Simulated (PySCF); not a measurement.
CH9NSi2, SMILES `CN([SiH3])[SiH3]`.

Level of theory: M06-2X/aug-cc-pVDZ (PySCF), at a geometry from GFN2-xTB. No frequency check shows the geometry to be a minimum.

Coordinates in Å:

```
C1       0.0010   -1.7101    0.0232
N2      -0.0001   -0.2684   -0.1216
Si3      1.5466    0.5076    0.0117
Si4     -1.5471    0.5069    0.0118
H5      -0.8841   -2.1385   -0.4487
H6       0.0020   -2.0103    1.0758
H7       0.8848   -2.1380   -0.4488
H8       1.3503    1.8999   -0.3705
H9       2.4487   -0.1985   -0.9042
H10      2.0840    0.4120    1.3772
H11     -1.3515    1.8992   -0.3705
H12     -2.0844    0.4110    1.3773
H13     -2.4489   -0.1997   -0.9041
```

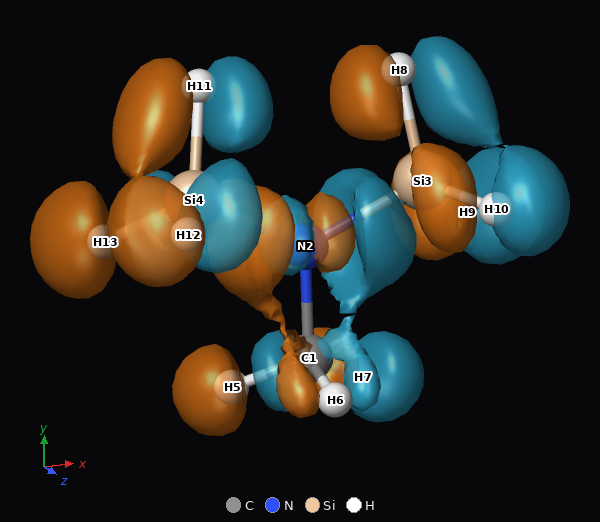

Change of the electron density in a uniform field of 0.21 V/Å, surfaces at ±0.002 e/Å³ (light blue: gain, orange: loss).

The field was applied in both directions; the picture shows the one opposite to the script's first.

Along which Cartesian direction does the field point?

Answer. Along −x: electrons gather on the +x side, against the field.

How large is the response?

Answer. The induced dipole is 0.83 D (along the field); α along this axis, from the fields in both directions, is 82 bohr³ (12.2 Å³).
